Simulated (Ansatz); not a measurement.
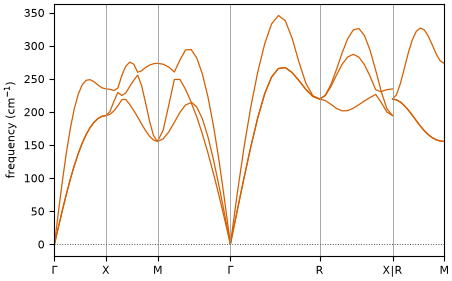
Phonon dispersion of P (simple cubic, Pm-3m), plane-wave PAW r²SCAN (Ansatz code); imaginary frequencies are drawn negative

**Question.** Is this phase dynamically stable?

**Answer.** Yes, on this path no branch is imaginary.

**Question.** How high does the spectrum reach?

**Answer.** About 350 cm⁻¹ (10.4 THz).

This is a known high-pressure phase of the composition, computed here at zero pressure and temperature. Symmetry was held in the r²SCAN relaxation. As this level gives no gap, phonon frequencies hold no LO–TO term and depend on the k-mesh and smearing (Fermi–Dirac, 0.1 eV here).

Potentials: the later of the program's two PAW sets.
